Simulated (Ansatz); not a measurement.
# BH2F (SMILES BF) at B3LYP/cc-pVTZ

Aim: the vertical ionisation energy of BH2F at B3LYP/cc-pVTZ, from 2 runs. 

The calculation is run with Ansatz 0.2.0.

48 further runs of the same task are left out: 48 set aside as unsound or not needed.

## (1) Starting point

The species is BH2F (4 atoms), meant as a singlet with charge 0. As SMILES, `BF`. The coordinates come from a PBE0-D4/def2-TZVP relaxation.

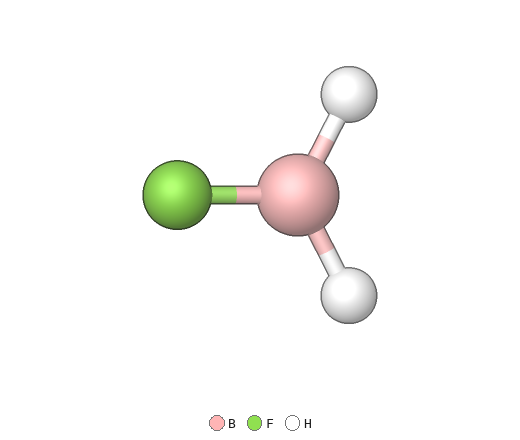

Viewed from a chosen angle; boron pink, fluorine green, hydrogen white.

## (2) The energy at B3LYP/cc-pVTZ

Input file in.yaml:

```yaml
crystal:
  periodic: [false, false, false]
  atoms:
    - symbol: B
      position_ang: [-0.027300, -0.004000, -0.030800]
    - symbol: F
      position_ang: [1.061200, -0.296700, 0.649900]
    - symbol: H
      position_ang: [-1.012500, -0.649100, 0.186200]
    - symbol: H
      position_ang: [0.034200, 0.889600, -0.825600]
basis:
  gaussian:
    orbitals: cc-pVTZ
hamiltonian:
  xc: {name: B3LYP}
accuracy: high
output:
  orbitals: {seedname: orbitals}
```

Run with:

```sh
$ ansatz run in.yaml --threads 1 --pin off --max-ram 3480MiB --events-out events.jsonl --progress --plain --runs-dir runs
```

Standard output:

```text
Warning: RAYON_NUM_THREADS=1 ignored (pool sized by the plan → 1); use --threads N
Functional definition: B3LYP
  name "B3LYP"
  parameter a0 = 0.2
  parameter ax = 0.72
  parameter ac = 0.81
  exchange = (1 - a0 - ax)*slater_x + ax*b88_x + a0*exact_x
  correlation = (1 - ac)*vwn_rpa_c + ac*lyp_c
1444 factors; integrals over basis functions are off by at most 3.0e-9 eV
mean field evaluation 1: about -3427.0209 eV, gradient 2.7e1 eV
mean field evaluation 2: about -3426.2100 eV, gradient 3.9e1 eV
mean field evaluation 4: about -3428.1584 eV, gradient 7.0e-1 eV
mean field evaluation 8: about -3428.1576 eV, gradient 1.6e-3 eV
mean field evaluation 16: about -3428.1576 eV, gradient 4.5e-8 eV
mean field -3428.15764258 eV, -125.9824696761 hartree, gradient 4.5e-8 eV, S^2 0.000000; 0 other end points of the search recorded, 0 dependent functions left out
reference -3428.15767434 eV, -125.9824708434 hartree; 8, 8 occupied and 80, 80 virtual orbitals, 1444 factors
Total energy: -3428.15767434 eV, -125.9824708434 hartree
```

Run time: 2.5 s. Hardware: 1 thread of Arm Neoverse V1, shared host; peak memory 0.17 GiB.

## (3) The doublet cation

Input file input.yaml:

```yaml
crystal:
  periodic: [false, false, false]
  atoms:
    - {symbol: B, position_ang: [-0.027300, -0.004000, -0.030800]}
    - {symbol: F, position_ang: [1.061200, -0.296700, 0.649900]}
    - {symbol: H, position_ang: [-1.012500, -0.649100, 0.186200]}
    - {symbol: H, position_ang: [0.034200, 0.889600, -0.825600]}
basis:
  gaussian: {orbitals: cc-pVTZ}
total_charge: 1
magnetization: {spin_polarized: true, initial_magnetization: 1}
hamiltonian: {xc: {name: B3LYP}}
accuracy: high
output: {orbitals: {seedname: orbitals}}
```

Run with:

```sh
$ ansatz run input.yaml --threads 1 --pin off --max-ram 3480MiB --events-out events.jsonl --progress --plain --runs-dir runs
```

Standard output (excerpt; [...] marks lines left out):

```text
Warning: RAYON_NUM_THREADS=1 ignored (pool sized by the plan → 1); use --threads N
[... 7 set-up lines as earlier in the session ...]
1444 factors; integrals over basis functions are off by at most 3.0e-9 eV
mean field evaluation 1: about -3404.6427 eV, gradient 6.4e1 eV
mean field evaluation 2: about -3327.4650 eV, gradient 1.5e2 eV
mean field evaluation 4: about -3415.5770 eV, gradient 5.7e0 eV
mean field evaluation 8: about -3415.7003 eV, gradient 7.9e-2 eV
mean field evaluation 16: about -3415.7003 eV, gradient 5.8e-6 eV
mean field -3415.70030091 eV, -125.5246708135 hartree, gradient 6.4e-8 eV, S^2 0.756535; 0 other end points of the search recorded, 0 dependent functions left out
reference -3415.70033011 eV, -125.5246718868 hartree; 8, 7 occupied and 80, 81 virtual orbitals, 1444 factors
Total energy: -3415.70033011 eV, -125.5246718868 hartree
```

Wall time 3.9 s (1 thread of Arm Neoverse V1, shared host); peak memory 0.21 GiB.

## (4) Results

At B3LYP/cc-pVTZ:

| quantity | value |
| --- | --- |
| singlet BH2F: total energy | -125.98247 Eh |
| singlet BH2F: HOMO energy | -9.13 eV |
| singlet BH2F: LUMO energy | -1.40 eV |
| singlet BH2F: HOMO–LUMO gap | 7.73 eV |
| doublet cation: total energy | -125.52467 Eh |
| doublet cation: HOMO energy (highest over α and β) | -19.59 eV |
| doublet cation: LUMO energy (lowest over α and β) | -15.82 eV |
| doublet cation: ⟨S²⟩ | 0.757 |
| vertical ionisation energy (to the doublet cation) | 12.457 eV |

What this shows: The vertical ionisation energy comes to 12.46 eV (287 kcal/mol). −ε(HOMO) before ionisation, 9.13 eV, is 3.33 eV below this ionisation energy.
